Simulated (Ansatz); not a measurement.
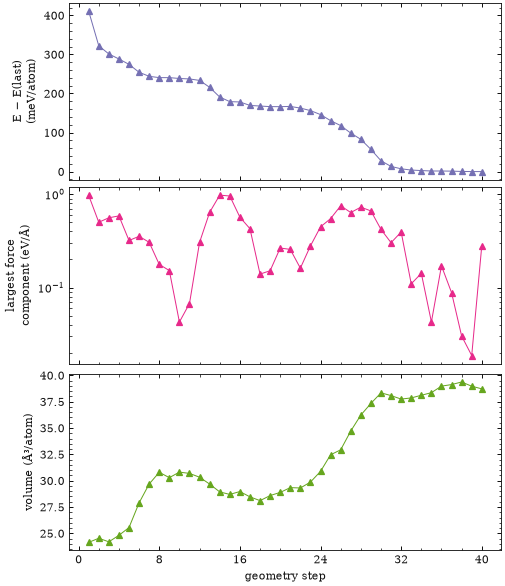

History of a geometry optimisation. Atoms and cell relax.

```
crystal:
  lattice:
    - [3.104997, 5.378012, 0.0]
    - [-3.104997, 5.378012, 0.0]
    - [0.0, -3.585341, 5.78382]
  atoms:
    - { symbol: Si, position: [0.182, 0.182, 0.546] }
    - { symbol: Si, position: [0.818, 0.818, 0.454] }
    - { symbol: Cl, position: [0.422, 0.0785, 0.2415] }
    - { symbol: Cl, position: [0.741, 0.422, 0.2415] }
    - { symbol: Cl, position: [0.0785, 0.741, 0.2415] }
    - { symbol: Cl, position: [0.578, 0.9215, 0.7585] }
    - { symbol: Cl, position: [0.259, 0.578, 0.7585] }
    - { symbol: Cl, position: [0.9215, 0.259, 0.7585] }
  symmetry: { detect: false }
kpoints:
  mp_grid: { grid: [4, 4, 4], shift: [0, 0, 0] }
magnetization:
  spin_polarized: false
scf:
  occupations: { method: cold, width: 0.0271 }
hamiltonian:
  pseudopotentials: { kind: paw }
  xc: pbe
basis:
  ecutwfc: 420
  ecutrho_ratio: 4
  xc_grid: 3
output:
  forces: true
  stress: true
  eigenvalues: true
relax:
  max_steps: 40
  cell: {}
```

Command:
```bash
ansatz run input.yaml --threads 1 --pin off --max-ram 2560MiB --backend cpu --events-out ev --progress --plain --runs-dir out
```

Q: How did it end, and what did it gain?

A: It had not finished: it stopped at geometry 40. The energy fell by about 410 meV/atom from the first step to the last. Step 21 went uphill and was rejected by the line search. The largest force component goes from about 0.97 eV/Å at the start to 0.28 eV/Å at the end.

Q: What happens to the cell?

A: The volume grows from 24.1 to 38.7 Å³ per atom (+60 %). The start was compressed.

Q: By which step was nine tenths of the energy gained?

A: By step 30 of 40.
